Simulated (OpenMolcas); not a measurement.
# Au⁴⁺ among point charges: CASSCF and CASPT2 levels and susceptibility

How does a field of 6 point charges split the states of Au⁴⁺, and what χT follows?

The numbers are computed with OpenMolcas 26.06 (state-averaged CASSCF and CASPT2, spin-orbit coupling by RASSI with atomic mean-field integrals), except any that are marked as measured or tabulated.

## Step 1: The atom as given

* Species: Au⁴⁺ (gold, Z = 79, 75 electrons)
* Basis: ANO-RCC-VDZP [7s6p4d2f], 59 functions
* Scalar Hamiltonian: DKH2, point nucleus
* Inactive shells: 1s 2s 2p 3s 3p 3d 4s 4p 4d 4f 5s 5p
* Active space: 7 electrons in 5 orbitals (5d)
* Some configurations of this space: 5d⁷
* Orbitals: optimised for each spin and parity, averaged over all roots

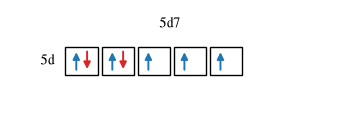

Outer shells as boxes.

The ion sits among 6 point charges of -1.7 e arranged as an octahedron (Oh), 1.84 Å from the ion.

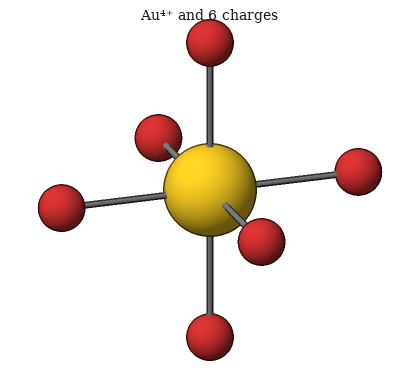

The ion and the point charges (red).

Each step is its own input file, run in one work folder so that later steps find the files of earlier ones. Labels, J, g values, rates, χT and fits are worked out afterwards by a script from the matrices that RASSI stores. The input lists half of the charges; inversion (Group=XYZ) makes the rest.

## Step 2: GATEWAY and SEWARD: basis and integrals

File a.inp:

```
&GATEWAY
Coord
1

Au 0.0 0.0 0.0
Basis=ANO-RCC-VDZP
Group=XYZ
NoMove
AngMom=0.0 0.0 0.0
AMFI
XField
3 Angstrom 0
1.840000 0.000000 0.000000 -1.700000
0.000000 1.840000 0.000000 -1.700000
0.000000 0.000000 1.840000 -1.700000
&SEWARD
```

On the command line:

```console
$ OMP_NUM_THREADS=1 MOLCAS_MEM=1689 MOLCAS_PROJECT=a pymolcas a.inp > a.log
```

## Step 3: CASSCF: quartets of even parity, 10 roots

File a.inp:

```
&RASSCF
FileOrb=start.orb
Symmetry=1
Spin=4
nActEl=7 0 0
Inactive=15 19
Ras2=5 0
CIRoot=10 10 1
SDav=10
CIMx=300
Iter=120 100
PrWF=0.3
OrbListing=Nothing
MaxOrb=0
>>> COPY $Project.JobIph JOB001
```

start.orb holds the contracted functions of the basis, ordered by shell, or the orbitals of the step before.

## Step 4: CASSCF: doublets of even parity, 40 roots

File a.inp:

```
&RASSCF
FileOrb=start.orb
Symmetry=1
Spin=2
nActEl=7 0 0
Inactive=15 19
Ras2=5 0
CIRoot=40 40 1
SDav=40
CIMx=300
Iter=120 100
PrWF=0.3
OrbListing=Nothing
MaxOrb=0
>>> COPY $Project.JobIph JOB002
```

## Step 5: RASSI: spin-orbit coupling between the states

File a.inp:

```
&RASSI
NrOfJobIphs=2 10 40
1 2 3 4 5 6 7 8 9 10
1 2 3 4 5 6 7 8 9 10 11 12 13 14 15 16 17 18 19 20 21 22 23 24 25 26 27
28 29 30 31 32 33 34 35 36 37 38 39 40
IphNames
JOB001
JOB002
EJob
SpinOrbit
DIPRint=1.0
SOCoupling=1000.0
Subsets=2
Property=9
'ANGMOM' 1 'ANGMOM' 2 'ANGMOM' 3 'MLTPL  1' 1 'MLTPL  1' 2 'MLTPL  1' 3
'AMFI' 1 'AMFI' 2 'AMFI' 3
SOProperty=3
'ANGMOM' 1 'ANGMOM' 2 'ANGMOM' 3
```

## Step 6: CASPT2: IPEA 0.25, imaginary shift 0.1 (closed shells correlated: 5s 5p)

File a.inp:

```
>>> COPY JOB001 $Project.JobIph
&CASPT2
Multistate=10 1 2 3 4 5 6 7 8 9 10
NoMult
Frozen=14 16
IPEA=0.25
Imaginary=0.1
MaxIter=60
WThr=0.0 0.3 0.05
PrWF=0.5
NoMix
>>> COPY JOB002 $Project.JobIph
&CASPT2
Multistate=40 1 2 3 4 5 6 7 8 9 10 11 12 13 14 15 16 17 18 19 20 21 22
23 24 25 26 27 28 29 30 31 32 33 34 35 36 37 38 39 40
NoMult
Frozen=14 16
IPEA=0.25
Imaginary=0.1
MaxIter=60
WThr=0.0 0.3 0.05
PrWF=0.5
NoMix
```

(Steps that only read results are left out.)

What does the calculation give? Wanted: spin-free ground state; first state of the same spin within the active space; lowest level; next level.

**Answer**, as computed:

```
                                            quantity                                                                        value
                                              method  SS-CASPT2, IPEA 0.25, imaginary shift 0.1 (closed shells correlated: 5s 5p)
                              spin-free ground state                                              4T1, 3-fold in its orbital part
first state of the same spin within the active space                                                             4T2 at 9580 cm⁻¹
                                        lowest level                                              2-fold Γ6, g = 4.86, 4.86, 4.86
                                          next level                                                                   950.7 cm⁻¹
                                         χT at 300 K                                                               3.23 cm³ K/mol
                           effective moment at 300 K                                                                      5.09 μB
```

Cost by method:

```
                                              method  time of its own steps  time with the reference
                                           A. CASSCF                  8.8 s                    8.8 s
B. SS-CASPT2, IPEA 0.25, imaginary shift 0.1, +5s 5p                  2.7 s                     11 s
```

Times are of one thread on a shared host.

The spin-free ground state (4T1) comes to 96 % from free-ion F terms and keeps the highest spin of the shell. χT at 300 K is 3.23, against 1.88 cm³ K/mol for the spin alone, so orbital moment adds to it. An active space of the d shell alone favours high spin; real ions in strong fields can be low spin. A ligand-field fit to the states below 45000 cm-1 gives 10Dq = 10393 cm-1, B = 844 cm-1 and C = 3804 cm-1 (C/B = 4.51), with a deviation of 381 cm-1. CASPT2 does not keep the components of a term degenerate, and the means are used. The field of point charges can differ much from that of real complexes. With metal d orbitals alone active, the gaps between spin states are rough; where two lie within a few thousand cm-1, their order is open. This is an electrostatic model: the charges have no orbitals.
